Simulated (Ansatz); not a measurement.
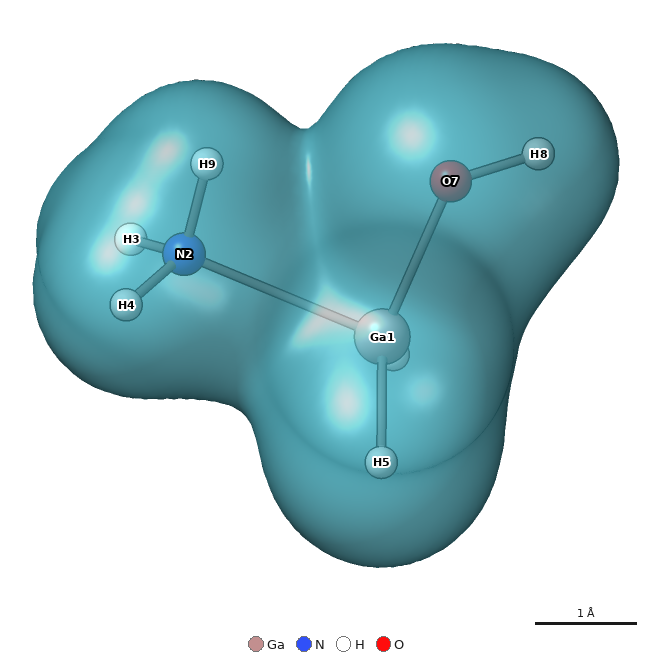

The picture shows: GaH6NO. Isosurface of the electron density at 0.05 e/Å³ (cyan), seen at a tilt.

All numbers below come from RHF/def2-SVP (Ansatz 0.2.0).

```yaml
atoms:
  - { symbol: Ga, position_ang: [-0.1523, 0.4193, 0.0638] }
  - { symbol: N, position_ang: [0.0091, 0.1436, 2.1970] }
  - { symbol: H, position_ang: [-0.6860, -0.4620, 2.6019] }
  - { symbol: H, position_ang: [0.9159, -0.1525, 2.5192] }
  - { symbol: H, position_ang: [1.3110, 0.0629, -0.4307] }
  - { symbol: H, position_ang: [-1.4035, -0.4694, -0.3443] }
  - { symbol: O, position_ang: [-0.4911, 2.1831, 0.3769] }
  - { symbol: H, position_ang: [-0.9744, 2.6902, -0.2533] }
  - { symbol: H, position_ang: [-0.1579, 1.0850, 2.5220] }
```

Question: Which contacts does the surface bridge?

Answer: At this value the surface is in one piece. It bridges the sampled Ga–O (1.82 Å), Ga–N (2.16 Å), O–H (0.94 Å) and N–H (1.01 Å) contacts, where the density stays above the isovalue. On the grid the lowest density along these lines, outside the cores, is 0.76 e/Å³ (Ga–O, 1.82 Å), 0.39 e/Å³ (Ga–N, 2.16 Å), 2.5 e/Å³ (O–H, 0.94 Å) and 2.3 e/Å³ (N–H, 1.01 Å).
